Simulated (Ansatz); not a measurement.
**B3LYP/cc-pVDZ run of C2H8OSi (SMILES CC[SiH2]O)**

Aim: the energy change on altering one bond length of C2H8OSi at B3LYP/cc-pVDZ, from 2 runs. 

Program for the calculation: Ansatz 0.2.0.

73 further runs of the same task are left out: 73 set aside as unsound or not needed.

## 1. The molecule

The species is C2H8OSi (12 atoms), meant as a singlet with charge 0. As SMILES, `CC[SiH2]O`. The shape is that of a PBE0-D4/def2-TZVP optimisation. This is one conformer, not always the lowest.

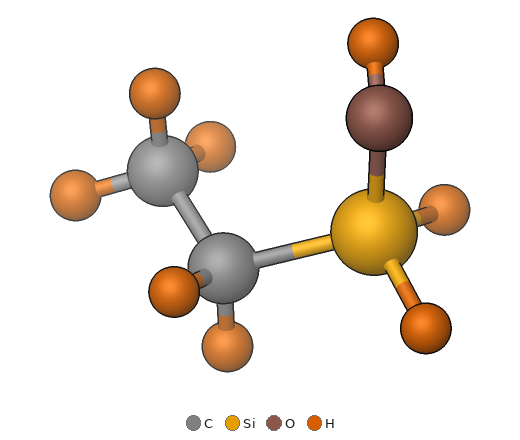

Viewed from a chosen angle; carbon grey, silicon amber, oxygen brown, hydrogen orange.

## 2. The energy at B3LYP/cc-pVDZ

job.yaml

```yaml
crystal:
  periodic: [false, false, false]
  atoms:
    - {symbol: C, position_ang: [-1.462000, -0.315100, -0.130400]}
    - {symbol: C, position_ang: [-0.193100, -0.595200, 0.670600]}
    - {symbol: Si, position_ang: [1.348100, 0.138200, -0.088600]}
    - {symbol: O, position_ang: [1.258000, 1.782700, -0.229600]}
    - {symbol: H, position_ang: [-1.384700, -0.701300, -1.150800]}
    - {symbol: H, position_ang: [-1.659100, 0.758300, -0.198700]}
    - {symbol: H, position_ang: [-2.341400, -0.775300, 0.326800]}
    - {symbol: H, position_ang: [-0.292100, -0.210900, 1.691700]}
    - {symbol: H, position_ang: [-0.031100, -1.675800, 0.767200]}
    - {symbol: H, position_ang: [1.555800, -0.473500, -1.435500]}
    - {symbol: H, position_ang: [2.530600, -0.124900, 0.769100]}
    - {symbol: H, position_ang: [0.748100, 2.137600, -0.957900]}
basis:
  gaussian:
    orbitals: cc-pVDZ
hamiltonian:
  xc: {name: B3LYP}
accuracy: high
output: {orbitals: {seedname: orbitals}}
```

Started as:

```console
$ ansatz run job.yaml --threads 1 --pin off --max-ram 3480MiB --events-out events.jsonl --progress --plain --runs-dir runs
```

Log:

```text
Warning: RAYON_NUM_THREADS=1 ignored (pool sized by the plan → 1); use --threads N
Functional definition: B3LYP
  name "B3LYP"
  parameter a0 = 0.2
  parameter ax = 0.72
  parameter ac = 0.81
  exchange = (1 - a0 - ax)*slater_x + ax*b88_x + a0*exact_x
  correlation = (1 - ac)*vwn_rpa_c + ac*lyp_c
2427 factors; integrals over basis functions are off by at most 3.9e-9 eV
mean field evaluation 1: about -12120.9372 eV, gradient 6.8e1 eV
mean field evaluation 2: about -12110.4613 eV, gradient 9.8e1 eV
mean field evaluation 4: about -12130.6380 eV, gradient 4.9e0 eV
mean field evaluation 8: about -12130.8762 eV, gradient 1.8e-1 eV
mean field evaluation 16: about -12130.8763 eV, gradient 2.1e-5 eV
mean field -12130.87630372 eV, -445.8014815583 hartree, gradient 4.1e-8 eV, S^2 0.000000; 0 other end points of the search recorded, 0 dependent functions left out
reference -12130.87634866 eV, -445.8014832100 hartree; 21, 21 occupied and 79, 79 virtual orbitals, 2427 factors
Total energy: -12130.87634866 eV, -445.8014832100 hartree
```

It took 4.2 s on 1 thread of AMD EPYC 9R45 (Zen 5), shared host; peak memory 0.39 GiB.

## 3. The distorted shape, same level

job.yaml

```yaml
crystal:
  periodic: [false, false, false]
  atoms:
    - {symbol: C, position_ang: [-2.477139, -0.091016, -0.771212]}
    - {symbol: C, position_ang: [-0.193100, -0.595200, 0.670600]}
    - {symbol: Si, position_ang: [1.348100, 0.138200, -0.088600]}
    - {symbol: O, position_ang: [1.258000, 1.782700, -0.229600]}
    - {symbol: H, position_ang: [-2.399839, -0.477216, -1.791612]}
    - {symbol: H, position_ang: [-2.674239, 0.982384, -0.839512]}
    - {symbol: H, position_ang: [-3.356539, -0.551216, -0.314012]}
    - {symbol: H, position_ang: [-0.292100, -0.210900, 1.691700]}
    - {symbol: H, position_ang: [-0.031100, -1.675800, 0.767200]}
    - {symbol: H, position_ang: [1.555800, -0.473500, -1.435500]}
    - {symbol: H, position_ang: [2.530600, -0.124900, 0.769100]}
    - {symbol: H, position_ang: [0.748100, 2.137600, -0.957900]}
basis:
  gaussian: {orbitals: cc-pVDZ}
hamiltonian: {xc: {name: B3LYP}}
accuracy: high
output: {orbitals: {seedname: orbitals}}
```

Started as:

```console
$ ansatz run job.yaml --threads 1 --pin off --max-ram 3480MiB --events-out events.jsonl --progress --plain --runs-dir runs
```

Log:

```text
Warning: RAYON_NUM_THREADS=1 ignored (pool sized by the plan → 1); use --threads N
Functional definition: B3LYP
  name "B3LYP"
  parameter a0 = 0.2
  parameter ax = 0.72
  parameter ac = 0.81
  exchange = (1 - a0 - ax)*slater_x + ax*b88_x + a0*exact_x
  correlation = (1 - ac)*vwn_rpa_c + ac*lyp_c
2373 factors; integrals over basis functions are off by at most 3.9e-9 eV
mean field evaluation 1: about -12118.6836 eV, gradient 6.2e1 eV
mean field evaluation 2: about -12110.6957 eV, gradient 8.9e1 eV
mean field evaluation 4: about -12126.5786 eV, gradient 3.6e0 eV
mean field evaluation 8: about -12126.7943 eV, gradient 1.2e0 eV
mean field evaluation 16: about -12126.7995 eV, gradient 4.4e-5 eV
mean field -12126.79951830 eV, -445.6516624575 hartree, gradient 1.3e-8 eV, S^2 0.000000; 0 other end points of the search recorded, 0 dependent functions left out
reference -12126.79956493 eV, -445.6516641711 hartree; 21, 21 occupied and 79, 79 virtual orbitals, 2373 factors
Total energy: -12126.79956493 eV, -445.6516641711 hartree
```

Run time: 3.9 s. Hardware: 1 thread of AMD EPYC 9R45 (Zen 5), shared host; peak memory 0.38 GiB.

## 4. Outcome

Level: B3LYP/cc-pVDZ.

| quantity | value |
| --- | --- |
| first shape: total energy | -445.80148 Eh |
| first shape: HOMO energy | -7.61 eV |
| first shape: LUMO energy | 0.69 eV |
| first shape: HOMO–LUMO gap | 8.30 eV |
| distorted shape: total energy | -445.65166 Eh |
| distorted shape: HOMO energy | -6.75 eV |
| distorted shape: LUMO energy | -2.89 eV |
| distorted shape: HOMO–LUMO gap | 3.87 eV |
| energy change with the C1–C2 bond stretched from 1.526 to 2.748 Å | 4.077 eV |

What this shows: One bond (distorted shape) is far stretched, which a spin-restricted single reference describes badly; a broken-symmetry solution may lie lower. With the C1–C2 bond stretched from 1.526 to 2.748 Å the energy rises by 4.08 eV (94 kcal/mol). The first shape isn't relaxed at this level, so the change isn't measured from a minimum. A restricted reference can't describe the breaking bond well at this length.
